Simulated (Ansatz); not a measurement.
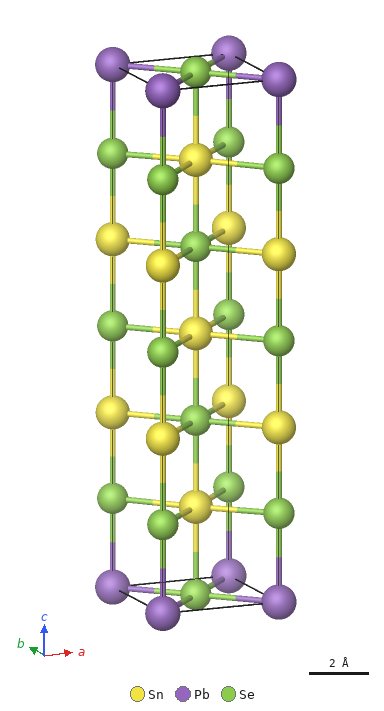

Crystal structure, ball-and-stick style, seen slightly off an axis. Lines trace the edges of the conventional unit cell.

Sn₅PbSe₆, space group P4/mmm (No. 123), a = 4.304 Å, b = 4.304 Å, c = 18.265 Å, α = 90.00°, β = 90.00°, γ = 90.00°. It goes back to a structure type filled with these elements by a generator (whether the compound takes this form wasn't checked). Earlier steps of the study, as a rule a relaxation of our own, may have changed the cell and positions, so they can lie some per cent off the listed ones. Ansatz was used for an electronic-structure calculation on it.

This one geometry was computed with Ansatz (DFT, plane waves, PAW) at three levels of theory: PBE, LDA and r2SCAN.

### Which level gives the highest pressure at this volume, and what does that say about its equilibrium volume?

Highest: PBE (0.0 GPa), which points to the largest equilibrium volume. Lowest, with the smallest volume: LDA (-4.1 GPa). Levels within 0.5 GPa of each other can't be told apart.

### How does the band gap change with the level of theory?

PBE: a gap of 0.01 eV, direct; LDA: a gap of 0.02 eV, direct; r2SCAN: a gap of 0.08 eV, direct.

### Collect the results in a table.

| level | cutoff (eV) | k-mesh of the run's cell | gap (eV) | pressure (GPa) |
| --- | --- | --- | --- | --- |
| PBE | 420 | 8×8×2 | 0.01 | 0.0 |
| LDA | 420 | 8×8×2 | 0.02 | -4.1 |
| r2SCAN | 500 | 8×8×2 | 0.08 | -1.0 |

Gaps are taken on the k-mesh or band path of each run.
